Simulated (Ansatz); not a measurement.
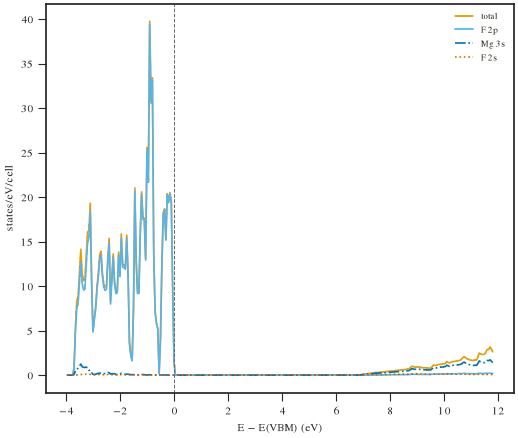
Fig. 1. Total and projected density of states of MgF$_{2}$ in space group Pa-3 (No. 205; Mg on 4a, F on 8c), PBEsol (plane waves, PAW; program Ansatz)

Task: Which orbitals carry the states next to the gap?

Result: Top 1 eV of the valence band: F 2p 99 %. Bottom 1 eV of the conduction band: Mg 3s 72 %, F 2s 23 %. Projections are on Löwdin-orthogonalised atomic valence shells; empty p or d shells of many metals are not among them.

Task: Where is the tallest occupied peak in this window, and what makes it?

Result: Near -0.9 eV, about 40 states/eV per cell; the largest projected share is F 2p.

The first step of the workflow began from a Materials Project structure, measured or hypothetical; the Crystallography Open Database copy checked does not list it. It is not the phase usual at ambient conditions (space group No. 136). The cell was relaxed with PBEsol under the symmetry of its start; whether a distortion lowers the energy is not shown.

Potentials: the later of the program's two PAW sets.
